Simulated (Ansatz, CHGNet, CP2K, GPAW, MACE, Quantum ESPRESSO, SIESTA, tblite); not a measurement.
**SIESTA runs on random packing of Sn (61 atoms)**

How do the settings of SIESTA change the result for random packing of Sn (61 atoms)? A plane-wave run serves as the yardstick.

Program: SIESTA 5.4.2. Level of theory: the method is named at each step. Results are calculated unless marked as measured.

**1. Starting point**

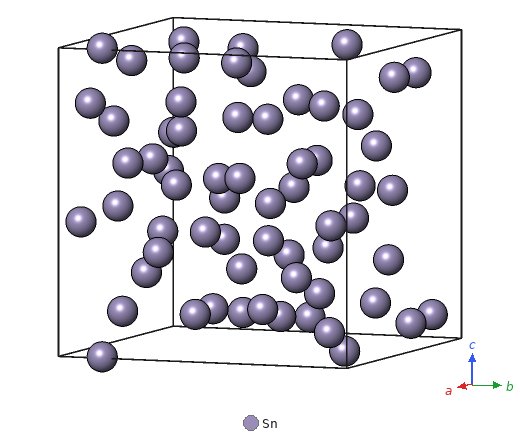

Start, viewed slightly off an axis; tin purple. Some periodic images of atoms are drawn too.

The cell holds 61 atoms: 61 Sn. Cell: a = 11.914 Å, b = 11.914 Å, c = 11.914 Å, α = 90.0°, β = 90.0°, γ = 90.0°. 61 atoms (61 Sn) packed at random in a cube at 7.11 g/cm³ and pushed apart as soft spheres; a start for melting by ab initio MD, not an equilibrated structure. Then every atom was moved at random, 0.05 Å r.m.s. a Cartesian component.

The yardstick, on the same geometry:

* method: Kohn-Sham DFT, PBE, PAW, plane waves (Ansatz 0.2.0); cutoff 420 eV, Γ point, fermi-dirac smearing of 0.05 eV; PAW set soft_2
* r.m.s. force component: 1.178 eV/Å
* longest force: 4.322 eV/Å
* pressure: 15 GPa
* SCF cycles: 10
* time: 16 s on 8 threads of Arm Neoverse V2, shared host
* CPU time: 2 min

**2. PBE, DZP, shift 0.01 Ry, mesh 300 Ry**

Method: Kohn-Sham DFT, PBE, PseudoDojo 0.4.1 norm-conserving pseudopotentials (converted to PSML), numerical atomic orbitals (DZP), diagonalisation.

The .psml files are PseudoDojo norm-conserving potentials that we converted to this format, checked against plane waves on the same files for H, C, O, Si, Ge and Ca alone.

Input file input.fdf:

```
SystemLabel cell
NumberOfAtoms 61
NumberOfSpecies 1
%block ChemicalSpeciesLabel
  1 50 Sn
%endblock ChemicalSpeciesLabel
LatticeConstant 1.0 Ang
%block LatticeVectors
  11.91370 0.00000 0.00000
  0.00000 11.91370 0.00000
  0.00000 0.00000 11.91370
%endblock LatticeVectors
PAO.BasisSize DZP
PAO.EnergyShift 0.01 Ry
XC.Functional GGA
XC.Authors PBE
MeshCutoff 300 Ry
%block kgrid_Monkhorst_Pack
  1 0 0 0.0
  0 1 0 0.0
  0 0 1 0.0
%endblock kgrid_Monkhorst_Pack
SolutionMethod diagon
OccupationFunction FD
ElectronicTemperature 580 K
SCF.Mixer.Method Pulay
SCF.Mixer.Weight 0.05
SCF.Mixer.History 8
SCF.Mix Hamiltonian
MaxSCFIterations 300
SCF.DM.Tolerance 1e-04
SCF.H.Tolerance 1.0e-3 eV
WriteForces T
Write.HirshfeldPop T
Write.VoronoiPop T
Write.DM F
Write.H F
XML.Write F
AtomicCoordinatesFormat Fractional
%block AtomicCoordinatesAndAtomicSpecies
  0.97595 0.14213 0.00187 1
  0.44745 0.00268 0.09220 1
  0.80622 0.54071 0.95317 1
  0.26119 0.34622 0.08365 1
  0.62367 0.57635 0.75416 1
  0.31888 0.52911 0.28238 1
  0.39769 0.31549 0.52987 1
  0.18472 0.05704 0.52475 1
  0.72881 0.14599 0.93788 1
  0.45128 0.14327 0.35770 1
  0.21844 0.83384 0.26901 1
  0.33861 0.83954 0.65003 1
  0.34195 0.90301 0.87515 1
  0.11077 0.68463 0.72349 1
  0.08604 0.50861 0.05738 1
  0.60766 0.03602 0.72572 1
  0.51563 0.24333 0.92950 1
  0.00465 0.00351 0.62904 1
  0.88753 0.06574 0.81207 1
  0.93716 0.39976 0.83396 1
  0.47857 0.68968 0.61095 1
  0.60775 0.35335 0.37822 1
  0.68377 0.81906 0.42426 1
  0.03274 0.25076 0.19879 1
  0.30720 0.15922 0.95767 1
  0.11286 0.28736 0.92147 1
  0.93241 0.79827 0.27956 1
  0.30658 0.55659 0.78545 1
  0.20601 0.98055 0.09585 1
  0.48525 0.46280 0.89048 1
  0.41031 0.09256 0.58611 1
  0.63612 0.06128 0.45406 1
  0.82613 0.63910 0.15987 1
  0.66678 0.17244 0.24615 1
  0.20169 0.30462 0.70804 1
  0.87740 0.79645 0.64322 1
  0.40826 0.78783 0.42082 1
  0.86767 0.02542 0.42414 1
  0.03502 0.85631 0.85820 1
  0.95610 0.39123 0.56618 1
  0.28008 0.28920 0.32029 1
  0.43007 0.54405 0.09477 1
  0.63405 0.84697 0.01421 1
  0.19881 0.49841 0.48877 1
  0.17856 0.83180 0.49017 1
  0.04044 0.55343 0.27956 1
  0.02690 0.18933 0.42554 1
  0.21377 0.68816 0.95983 1
  0.78808 0.15652 0.61189 1
  0.84727 0.28544 0.33342 1
  0.73542 0.81625 0.81728 1
  0.05954 0.72533 0.10922 1
  0.01034 0.65240 0.48144 1
  0.77836 0.54097 0.57635 1
  0.56341 0.73185 0.18900 1
  0.87088 0.42299 0.14017 1
[... 1 atom lines left out ...]
  0.66905 0.59664 0.36567 1
  0.62572 0.27779 0.70515 1
  0.56820 0.36423 0.12637 1
  0.99079 0.93604 0.11260 1
%endblock AtomicCoordinatesAndAtomicSpecies
```

Command:

```
$ OMP_NUM_THREADS=1 mpirun -np 2 siesta < input.fdf > output.txt
```

Log:

```text
Version         : 5.4.2
reinit: System Name:
reinit: System Label: cell
initatom: Reading input for the pseudopotentials and atomic orbitals ----------
Species number:   1 Atomic number:   50 Label: Sn
Ground state valence configuration (from tables):   5s02  5p02  5d00  4f00
---- Processing specs for species: Sn
GGA--PBE XC_GGA_X_PBE--XC_GGA_C_PBE pb
Semicore shell(s) with 10 electrons included in the valence for Sn
Semicore shell(s): 4d
Fallback to non-perturbative polarization scheme for Sn
Please see the manual if this is not desired in principle
Sn pseudopotential only contains V_ls up to l=2 -- lmxkb reset.
Using PAO.SplitTailNorm
%block ChemicalSpeciesLabel
    1   50 Sn                      # Species index, atomic number, species label
%endblock ChemicalSpeciesLabel
%block PAO.Basis                 # Define Basis set
Sn                    4                    # Species label, number of l-shells
 n=5   0   2                         # n, l, Nzeta
   5.669      4.110
   1.000      1.000
 n=5   1   2                         # n, l, Nzeta
   7.445      5.490
   1.000      1.000
 n=4   2   1                         # n, l, Nzeta
   3.320
   1.000
 n=5   2   1                         # n, l, Nzeta
   7.445
   1.000
%endblock PAO.Basis
coor:   Atomic-coordinates input format  =     Fractional
siesta: System type = bulk
initatomlists: Number of atoms, orbitals, and projectors:     61  1098  1098
siesta: ******************** Simulation parameters ****************************
Total number of electrons:   854.000000
Total ionic charge:   854.000000
 Kpoints in:            1 . Kpoints trimmed:            1
siesta: k-grid: Number of k-points = 1
siesta: k-points from Monkhorst-Pack grid
siesta: k-cutoff (effective) =     5.957 Ang
siesta: k-point supercell and displacements
siesta: k-grid:     1     0     0      0.000
siesta: k-grid:     0     1     0      0.000
siesta: k-grid:     0     0     1      0.000
                     ====================================
                        Single-point calculation
                     ====================================
outcell: Unit cell vectors (Ang):
       11.913700    0.000000    0.000000
        0.000000   11.913700    0.000000
        0.000000    0.000000   11.913700
outcell: Cell vector modules (Ang)   :   11.913700   11.913700   11.913700
outcell: Cell angles (23,13,12) (deg):     90.0000     90.0000     90.0000
outcell: Cell volume (Ang**3)        :   1690.9859
Gamma-point calculation with multiply-connected orbital pairs
Gamma-point calculation with multiply-connected orbital pairs
Folding of H and S implicitly performed
Folding of H and S implicitly performed
new_DM -- step:     1
Initializing Density Matrix...
Attempting to read DM from file... Failed...
DM filled with atomic data:
InitMesh: MESH = 128 x 128 x 128 = 2097152
InitMesh: Mesh cutoff (required, used) =   300.000   319.028 Ry
stepf: Fermi-Dirac step function
        iscf     Eharris(eV)        E_KS(eV)     FreeEng(eV)     dDmax    Ef(eV) dHmax(eV)
   scf:    1  -130612.274625  -130704.175064  -130704.474639  0.903405 -3.153535  4.539056
   scf:    2  -130707.599310  -130706.003158  -130706.301075  0.021047 -3.172977  3.446087
   scf:    3  -130710.498116  -130708.403000  -130708.698735  0.038893 -3.211603  2.574130
   scf:    4  -130713.735279  -130711.361625  -130711.657960  0.076727 -3.293874  1.759856
   scf:    5  -130713.391209  -130712.533257  -130712.834916  0.065710 -3.366192  0.618453
   scf:    6  -130712.706608  -130712.626512  -130712.929492  0.013410 -3.377993  0.394803
   scf:    7  -130712.724647  -130712.681330  -130712.984607  0.009431 -3.383256  0.192255
   scf:    8  -130712.714930  -130712.701257  -130713.004370  0.005081 -3.384525  0.085599
   scf:    9  -130712.712258  -130712.707736  -130713.010982  0.003430 -3.384426  0.050439
   scf:   10  -130712.709753  -130712.708842  -130713.012056  0.000930 -3.383839  0.035810
   scf:   11  -130712.709585  -130712.709229  -130713.012437  0.000516 -3.383603  0.026999
   scf:   12  -130712.709880  -130712.709592  -130713.012819  0.000730 -3.383158  0.008999
   scf:   13  -130712.709638  -130712.709628  -130713.012950  0.000286 -3.382640  0.006490
   scf:   14  -130712.709611  -130712.709620  -130713.012967  0.000056 -3.382540  0.006081
   scf:   15  -130712.709576  -130712.709599  -130713.012993  0.000102 -3.382416  0.003120
   scf:   16  -130712.709549  -130712.709575  -130713.013004  0.000103 -3.382333  0.001962
   scf:   17  -130712.709564  -130712.709569  -130713.013007  0.000041 -3.382309  0.001011
   scf:   18  -130712.709567  -130712.709568  -130713.013008  0.000022 -3.382296  0.000875
SCF Convergence by DM+H criterion
max |DM_out - DM_in|         :     0.0000222334
max |H_out - H_in|      (eV) :     0.0008753647
SCF cycle converged after 18 iterations
Using DM_out to compute the final energy and forces
siesta: E_KS(eV) =          -130712.7096
siesta: E_KS - E_eggbox =   -130712.7096
siesta: Atomic forces (eV/Ang):
     1   -0.979711   -0.946551    1.823055
     2    1.313303   -0.377333    0.991166
     3   -1.762400    1.316913   -2.119792
     4    0.875109    1.053396    1.654615
     5    1.574978    0.838406    0.087614
     6   -1.431571    0.985707    0.972449
     7    0.067018    0.706734    1.658381
     8    2.449722    1.364353   -0.790581
     9   -1.173750    0.299647    2.005598
    10   -1.460646   -0.880121   -2.405977
    11    0.697997   -0.538490   -0.426547
    12   -1.801357    2.374258    2.344361
[...]
57   -1.183282   -0.329687   -0.219205
    58    1.676128   -0.849522   -0.968375
    59   -1.233291    2.543727    0.420672
    60    1.368812   -0.247494    0.830083
    61   -2.693361    2.549237   -1.127916
----------------------------------------
   Tot   -0.001215   -0.004857   -0.000923
----------------------------------------
   Max    4.528797
   Res    1.356580    sqrt( Sum f_i^2 / 3N )
----------------------------------------
   Max    4.528797    constrained
Stress tensor Voigt[x,y,z,yz,xz,xy] (kbar):     -161.55     -160.69     -171.25       -1.02       26.85       33.64
(Free)E + p*V (eV/cell)  -130539.4015
Target enthalpy (eV/cell)  -130713.0130
siesta: Program's energy decomposition (eV):
siesta: Ebs     =    -17406.007704
siesta: Eions   =    143261.623240
siesta: Ena     =      7458.251507
siesta: Ekin    =     77788.955889
siesta: Enl     =    -36721.245857
siesta: DEna    =       630.127189
siesta: DUscf   =        14.915940
siesta: Ex      =    -34523.391238
siesta: Ec      =     -2098.699759
siesta: Exc     =    -36622.090997
siesta: Eharris =   -130712.709567
siesta: Etot    =   -130712.709568
siesta: FreeEng =   -130713.013008
siesta: Final energy (eV):
siesta:  Band Struct. =  -17406.007704
siesta:       Kinetic =   77788.955889
siesta:       Hartree =   33426.019243
siesta:         Exch. =  -34523.391238
siesta:         Corr. =   -2098.699759
siesta:   Exch.-corr. =  -36622.090997
siesta:  Ion-electron = -141116.098397
siesta:       Ion-ion =  -64189.495306
siesta:         Total = -130712.709568
siesta:         Fermi =      -3.382296
siesta: Stress tensor (static) (eV/Ang**3):
siesta:    -0.100830    0.020993    0.016759
siesta:     0.020993   -0.100292   -0.000636
siesta:     0.016759   -0.000636   -0.106885
siesta: Cell volume =       1690.985874 Ang**3
siesta: Pressure (static):
siesta:                Solid            Molecule  Units
siesta:           0.00111820          0.00114506  Ry/Bohr**3
siesta:           0.10266878          0.10513419  eV/Ang**3
siesta:         164.49352308        168.44354161  kBar
    Orbital volume contribution        =          60.448142 eV
    (Free)E + p_basis*V_orbitals       =     -130652.564866 eV
    (Free)Eharris+ p_basis*V_orbitals  =     -130652.564864 eV
Hirshfeld Atomic Populations:
Atom #   charge [q] valence [e]  Species
     1    -0.000974   14.000974  Sn
     2     0.014780   13.985220  Sn
     3    -0.017299   14.017299  Sn
     4    -0.005173   14.005173  Sn
     5    -0.002217   14.002217  Sn
     6    -0.019753   14.019753  Sn
     7    -0.008179   14.008179  Sn
     8    -0.009929   14.009929  Sn
     9     0.025907   13.974093  Sn
    10    -0.013159   14.013159  Sn
    11     0.023085   13.976915  Sn
    12     0.014087   13.985913  Sn
[...]
--------------------
 Total     0.000017
Voronoi Atomic Populations:
Atom #   charge [q] valence [e]  Species
[...]
57     0.016830   13.983170  Sn
    58     0.014766   13.985234  Sn
    59     0.008885   13.991115  Sn
    60    -0.011659   14.011659  Sn
    61     0.001856   13.998144  Sn
--------------------
 Total     0.000016
```

Elapsed: 3 min, on 2 MPI ranks of Arm Neoverse V2, shared host; peak memory 1.8 GiB; 6 min of CPU time.

Banners, paths, timers and routine set-up lines are dropped from the logs unmarked, and long logs keep their key lines alone; longer cuts are marked.

Numbers from this run, and their distance from the reference:

| Quantity | Value |
| --- | --- |
| r.m.s. force component | 1.357 eV/Å |
| r.m.s. difference of force components | 198.7 meV/Å |
| longest difference of force vectors | 750.4 meV/Å |
| force difference over r.m.s. force | 16.86 % |
| slope of forces against the reference's | 1.149 |
| correlation of force components | 0.9976 |
| pressure | 16.45 GPa |
| pressure difference | 1.449 GPa |

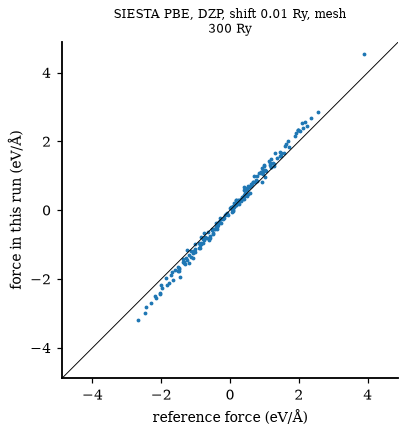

Force components against those of the reference; the line marks equality.

Local excerpt of 9 atoms (numbers count through the whole input) about Sn44, whose charge lies farthest from its element's mean; x, y, z are measured from there.

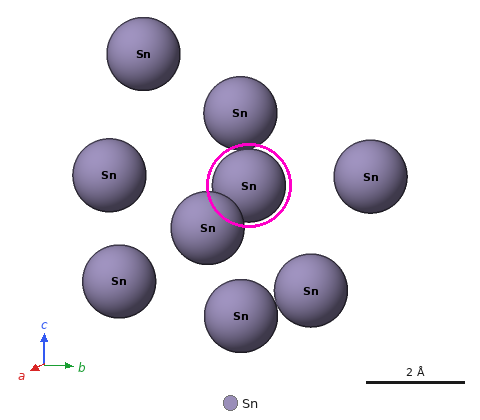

The atoms of the table, within 3.5 Å (arrows a, b, c point along x, y, z); some may hide others; the central atom is ringed.

| atom | x | y | z | distance (Å) | bonds | Hirshfeld charge (e) | Fx | Fy | Fz (eV/Å) |
| --- | --- | --- | --- | --- | --- | --- | --- | --- | --- |
| Sn44 | 0.00 | 0.00 | 0.00 | 0.00 | 2 | 0.03 | -0.63 | -0.35 | 1.48 |
| Sn6 | 1.43 | 0.37 | -2.46 | 2.87 | 4 | -0.02 | -1.43 | 0.99 | 0.97 |
| Sn53 | -2.25 | 1.83 | -0.09 | 2.90 | 4 | 0.00 | -0.80 | 0.77 | 1.34 |
| Sn46 | -1.89 | 0.66 | -2.49 | 3.19 | 4 | 0.00 | 0.83 | -1.54 | 1.29 |
| Sn7 | 2.37 | -2.18 | 0.49 | 3.26 | 4 | -0.01 | 0.07 | 0.71 | 1.66 |
| Sn40 | -2.89 | -1.28 | 0.92 | 3.29 | 2 | -0.01 | 0.83 | -0.74 | 0.46 |
| Sn57 | 3.31 | 0.34 | -0.28 | 3.34 | 5 | 0.01 | -1.18 | -0.33 | -0.22 |
| Sn41 | 0.97 | -2.49 | -2.01 | 3.34 | 4 | 0.00 | -1.88 | -0.04 | -0.58 |
| Sn35 | 0.03 | -2.31 | 2.61 | 3.49 | 1 | 0.03 | 0.42 | 0.50 | -0.99 |

Forces lie 17 % from the reference's, at 3.0 times its CPU time (on 2 against 8 cores).

**3. PBE, SZP, shift 0.01 Ry, mesh 300 Ry**

Method: Kohn-Sham DFT, PBE, PseudoDojo 0.4.1 norm-conserving pseudopotentials (converted to PSML), numerical atomic orbitals (SZP), diagonalisation.

Changes to input.fdf since step 2:

```diff
@@ -12,3 +12,3 @@
 %endblock LatticeVectors
-PAO.BasisSize DZP
+PAO.BasisSize SZP
 PAO.EnergyShift 0.01 Ry
```

Command:

```
$ OMP_NUM_THREADS=1 siesta < input.fdf > output.txt
```

Log:

```text
Version         : 5.4.2
reinit: System Name:
reinit: System Label: cell
initatom: Reading input for the pseudopotentials and atomic orbitals ----------
Species number:   1 Atomic number:   50 Label: Sn
Ground state valence configuration (from tables):   5s02  5p02  5d00  4f00
---- Processing specs for species: Sn
GGA--PBE XC_GGA_X_PBE--XC_GGA_C_PBE pb
Semicore shell(s) with 10 electrons included in the valence for Sn
Semicore shell(s): 4d
Fallback to non-perturbative polarization scheme for Sn
Please see the manual if this is not desired in principle
[... lines left out ...]
stepf: Fermi-Dirac step function
        iscf     Eharris(eV)        E_KS(eV)     FreeEng(eV)     dDmax    Ef(eV) dHmax(eV)
[... lines left out ...]
SCF Convergence by DM+H criterion
[... lines left out ...]
SCF cycle converged after 18 iterations
[... lines left out ...]
   Max    5.139410
[... lines left out ...]
   Max    5.139410    constrained
Stress tensor Voigt[x,y,z,yz,xz,xy] (kbar):     -175.19     -172.51     -188.79       -1.24       30.24       38.19
[... lines left out ...]
siesta: FreeEng =   -130699.960227
[... lines left out ...]
siesta:       Kinetic =   77862.599917
siesta:       Hartree =   33380.477274
siesta:         Exch. =  -34530.791943
siesta:         Corr. =   -2100.077860
siesta:   Exch.-corr. =  -36630.869803
siesta:  Ion-electron = -141122.373877
siesta:       Ion-ion =  -64189.495306
siesta:         Total = -130699.661796
siesta:         Fermi =      -3.388076
siesta: Stress tensor (static) (eV/Ang**3):
siesta:    -0.109347    0.023835    0.018873
siesta:     0.023835   -0.107675   -0.000776
siesta:     0.018874   -0.000776   -0.117833
siesta: Cell volume =       1690.985874 Ang**3
siesta: Pressure (static):
siesta:                Solid            Molecule  Units
siesta:           0.00121567          0.00124743  Ry/Bohr**3
siesta:           0.11161812          0.11453375  eV/Ang**3
siesta:         178.83194381        183.50330536  kBar
    Orbital volume contribution        =          49.344061 eV
    (Free)E + p_basis*V_orbitals       =     -130650.616165 eV
    (Free)Eharris+ p_basis*V_orbitals  =     -130650.616158 eV
Hirshfeld Atomic Populations:
Atom #   charge [q] valence [e]  Species
     1    -0.002917   14.002917  Sn
     2     0.010230   13.989770  Sn
     3    -0.016094   14.016094  Sn
[...]
--------------------
 Total     0.000065
Voronoi Atomic Populations:
Atom #   charge [q] valence [e]  Species
[...]
60    -0.013161   14.013161  Sn
    61     0.001959   13.998041  Sn
--------------------
 Total     0.000065
```

It took 4.5 min on 1 thread; peak memory 1.3 GiB.

Compared with the plane-wave run:

```yaml
r_m_s_force_component: 1.537 eV/Å
r_m_s_difference_of_force_components: 383.2 meV/Å
longest_difference_of_force_vectors: 1372 meV/Å
force_difference_over_r_m_s_force: 32.53 %
slope_of_forces_against_the_reference_s: 1.298
correlation_of_force_components: 0.995
pressure: 17.88 GPa
pressure_difference: 2.883 GPa
```

This is a coarse setting, run to see what it loses.

Against the first run (17 %), the force difference from the reference is 33 %, at 0.74 times the CPU time (on 1 against 2 cores), with 854 basis functions against 1098: the smaller basis costs accuracy.

**4. PBE, DZ, shift 0.01 Ry, mesh 300 Ry**

Method: Kohn-Sham DFT, PBE, PseudoDojo 0.4.1 norm-conserving pseudopotentials (converted to PSML), numerical atomic orbitals (DZ), diagonalisation.

Changes to input.fdf since step 3:

```diff
@@ -12,3 +12,3 @@
 %endblock LatticeVectors
-PAO.BasisSize SZP
+PAO.BasisSize DZ
 PAO.EnergyShift 0.01 Ry
```

Log:

```text
Version         : 5.4.2
reinit: System Name:
reinit: System Label: cell
initatom: Reading input for the pseudopotentials and atomic orbitals ----------
Species number:   1 Atomic number:   50 Label: Sn
Ground state valence configuration (from tables):   5s02  5p02  5d00  4f00
---- Processing specs for species: Sn
GGA--PBE XC_GGA_X_PBE--XC_GGA_C_PBE pb
[... lines left out ...]
        iscf     Eharris(eV)        E_KS(eV)     FreeEng(eV)     dDmax    Ef(eV) dHmax(eV)
[... lines left out ...]
SCF Convergence by DM+H criterion
[... lines left out ...]
SCF cycle converged after 19 iterations
[... lines left out ...]
   Max    4.532906
[... lines left out ...]
   Max    4.532906    constrained
Stress tensor Voigt[x,y,z,yz,xz,xy] (kbar):     -153.07     -149.65     -162.00        0.39       27.13       35.11
[... lines left out ...]
siesta: FreeEng =   -130676.439325
[... lines left out ...]
siesta:         Fermi =      -3.229444
[... lines left out ...]
siesta:     0.021913   -0.093406    0.000243
siesta:     0.016936    0.000243   -0.101113
siesta: Cell volume =       1690.985874 Ang**3
siesta: Pressure (static):
siesta:                Solid            Molecule  Units
siesta:           0.00105304          0.00109858  Ry/Bohr**3
siesta:           0.09668546          0.10086664  eV/Ang**3
siesta:         154.90718090        161.60617545  kBar
    Orbital volume contribution        =          40.946839 eV
    (Free)E + p_basis*V_orbitals       =     -130635.492486 eV
    (Free)Eharris+ p_basis*V_orbitals  =     -130635.492481 eV
Hirshfeld Atomic Populations:
Atom #   charge [q] valence [e]  Species
     1     0.005143   13.994857  Sn
     2     0.020863   13.979137  Sn
     3    -0.023163   14.023163  Sn
[...]
--------------------
 Total     0.000037
Voronoi Atomic Populations:
Atom #   charge [q] valence [e]  Species
[...]
60    -0.025592   14.025592  Sn
    61     0.000516   13.999484  Sn
--------------------
 Total     0.000036
```

The job ended after 2.4 min (1 thread; peak memory 0.96 GiB).

Numbers from this run, and their distance from the reference:

| Item | Value |
| --- | --- |
| r.m.s. force component | 1.408 eV/Å |
| r.m.s. difference of force components | 295.5 meV/Å |
| longest difference of force vectors | 1065 meV/Å |
| force difference over r.m.s. force | 25.08 % |
| slope of forces against the reference's | 1.183 |
| correlation of force components | 0.9896 |
| pressure | 15.49 GPa |
| pressure difference | 0.4902 GPa |

This is a coarse setting, run to see what it loses.

Against the first run (17 %), the force difference from the reference is 25 %, at 0.40 times the CPU time (on 1 against 2 cores), with 793 basis functions against 1098: the smaller basis costs accuracy.

[end of part 1 of 2]

[Also dropped from logs without a mark: logging warnings of Python, and SIESTA's first energy breakdown and zero terms.]

[Logs are printed without paths, hosts, clocks, repeated set-up lines and the standing remarks that a program may print on its own settings, such as how far it seeks lower states.]

[Hosts, paths, dates, database ids (printed as entryN), source tags and the programs' standing remarks are cut or masked in the printed files.]
